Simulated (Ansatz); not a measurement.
Level of theory: PBE (plane waves to 420 eV, PAW; Ansatz, a quantum-chemistry and plane-wave program).

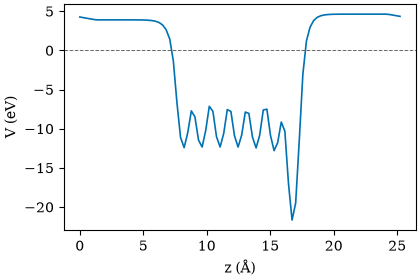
Figure. Plane-averaged electrostatic potential energy along the normal, in eV from the Fermi level, for a constructed model of the (100) surface of bcc Fe, ferromagnetic (in the relaxation 1 Fe–Ru bonds formed), a pseudomorphic layer of Ru in the host's stacking (bottom of the slab: a bare face, its two planes held)

Slab: 7 atoms, 9.2 Å thick at the start (thin: gaps and levels are the slab's own); k 13x13x1, smearing 0.1 eV, dipole-corrected; 2 atoms held, the rest relaxed; start symmetry kept, larger cells not searched; spin-polarised, ending with about 15.1 μB a cell; orders that need a larger cell were not tried, no spin-orbit, no U. It is one candidate, not shown to be the stable structure of the face.

The vacuum level lies 4.63 eV above the Fermi level over the top face and 3.90 eV above it under the bottom face.
